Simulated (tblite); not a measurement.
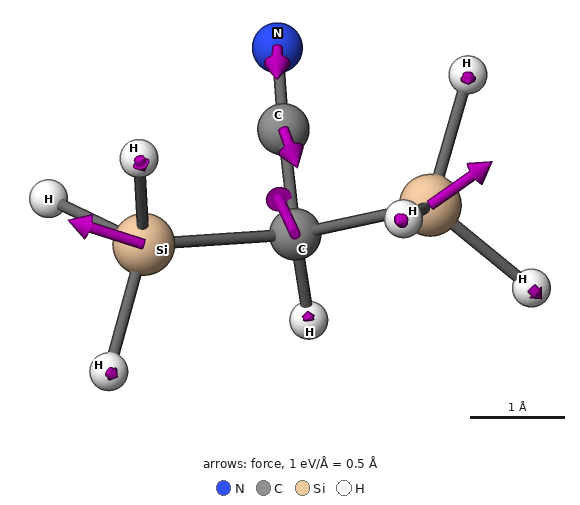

Starting geometry of C2H7NSi2 with the computed forces as purple arrows. A ball-and-stick model, seen from a free direction.

Theory: GFN2-xTB geometry optimisation, gas phase (tblite). 

Is this structure relaxed? If not, where do the atoms go?

It isn't relaxed: the largest force vector, on a C atom, is 2.48 eV/Å. The final displacements have little in common with the starting forces (cosine between the two patterns 0.06). The atom that moves furthest after the best rigid fit is an H atom (1.14 Å). Largest moves by element: H 1.14 Å, N 0.27 Å, Si 0.23 Å, C 0.16 Å. Among the contacts that change: C–Si 1.848 → 1.918 Å, C–C 1.490 → 1.421 Å, H–Si 1.448 → 1.464 Å, H–Si 1.477 → 1.463 Å. Bond angles that change, for instance: C–Si–H 114.4° → 106.8°, C–Si–H 113.3° → 106.9°, H–Si–H 106.0° → 110.7°. Groups turn about C–Si by about 50°, C–Si by about 30°. After 111 geometry steps the energy has fallen by 7.51 kcal/mol.
